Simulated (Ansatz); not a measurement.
```yaml
atoms:
  - { symbol: Si, position_ang: [-0.3252, 0.3994, 0.0085] }
  - { symbol: Br, position_ang: [1.2994, 1.6809, -0.8354] }
  - { symbol: S, position_ang: [-0.0446, -1.6804, -0.4073] }
  - { symbol: H, position_ang: [1.0194, -1.8214, 0.4171] }
  - { symbol: H, position_ang: [-1.6015, 0.7667, -0.6545] }
  - { symbol: H, position_ang: [-0.3476, 0.6547, 1.4717] }
```

The calculation used RKS PBE0/def2-SVPD (Ansatz 0.2.0).

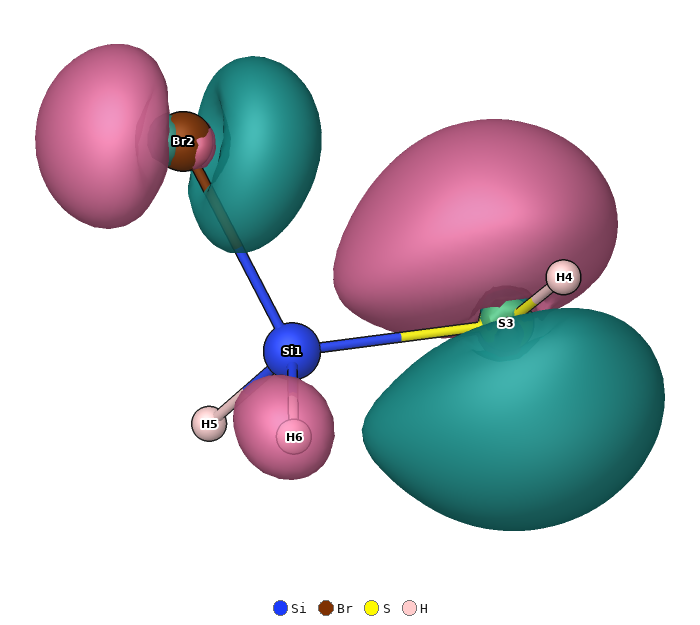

BrH$_{3}$SSi. One frontier orbital at ±0.1 Å⁻³ᐟ² (teal and pink are the two phases), seen at a tilt.

### Which orbital is it: HOMO or LUMO?

The HOMO, at −7.90 eV. Its weight (Hirshfeld) is mainly on S3 (about 75 %) and Br2 (about 15 %); largely a lone pair of S3.
